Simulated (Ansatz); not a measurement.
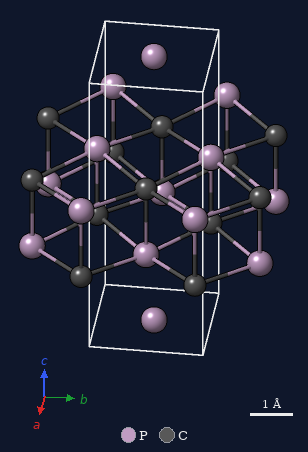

Starting structure of crystalline P3C2 (a generated structure, set up in P-4m2). Style: ball-and-stick. Shown: the cell of the calculation, from a free direction.

Level of theory: DFT PBE, scalar-relativistic, plane waves, PAW (Ansatz 0.2.0).

The input:
```yaml
crystal:
  lattice:
    - [2.7901288678, 0.0, 0.0]
    - [0.0, 2.7901288678, 0.0]
    - [0.0, 0.0, 7.6226331588]
  atoms:
    - { symbol: P, position: [0.0, 0.5, 0.366125319] }
    - { symbol: P, position: [0.5, 0.0, 0.633874681] }
    - { symbol: P, position: [0.5, 0.5, 0.0] }
    - { symbol: C, position: [0.5, 0.0, 0.3844579828] }
    - { symbol: C, position: [0.0, 0.5, 0.6155420172] }
basis:
  ecutwfc: 420
kpoints:
  mp_grid: { grid: [14, 14, 6] }
hamiltonian:
  xc: pbe
scf:
  occupations: { method: gaussian, width: 0.1 }
output:
  forces: true
  stress: true
  eigenvalues: true
relax:
  adjacent_minimum: "off"
  f_tol: 0.01
  max_steps: 80
  cell: { stress_tol: 0.05 }
```

Command:
```bash
ansatz run input.yaml --threads 1 --pin off --max-ram 2560MiB --backend cpu --events-out ev --progress --plain --runs-dir out
```

> Predict the outcome.

After 4 accepted moves (5 points after the start) the energy has fallen by 1.8 meV per atom. Largest force component: 0.32 eV/Å at the start, 0.0011 eV/Å at the end. Pressure: −0.17 GPa at the start and −0.04 GPa at the end. At 1 point the geometry stayed and the basis and grid were re-selected for the new cell (energy shift of 0.2 meV per atom at most each time). The largest moves relative to the cell, 0.029 Å, are those of P1 and P2. P1 goes along −c. By element the largest moves are P 0.029 Å, C 0.012 Å. Cell: a = b 2.790 → 2.783 Å (−0.3 %), c 7.623 → 7.542 Å (−1.1 %). Volume −1.6 %. Some distances before and after: P1–C5 1.901 → 1.922 Å, P1–C4 1.978 → 1.974 Å. The space group stays P-4m2 (No. 115). Cost: 3.5 min on 1 thread of Intel(R) Xeon(R) Processor @ 2.50GHz (Skylake/Cascade Lake), on a shared host, peak memory 0.48 GiB.

Final geometry:

```
CELL_PARAMETERS angstrom
2.78257 0.00000 0.00000
0.00000 2.78257 0.00000
0.00000 0.00000 7.54157
ATOMIC_POSITIONS crystal
P 0.00000 0.50000 0.36227
P 0.50000 0.00000 0.63773
P 0.50000 0.50000 0.00000
C 0.50000 0.00000 0.38281
C 0.00000 0.50000 0.61719
```

After the run, drawn alike:

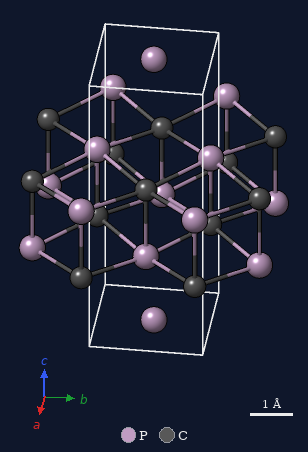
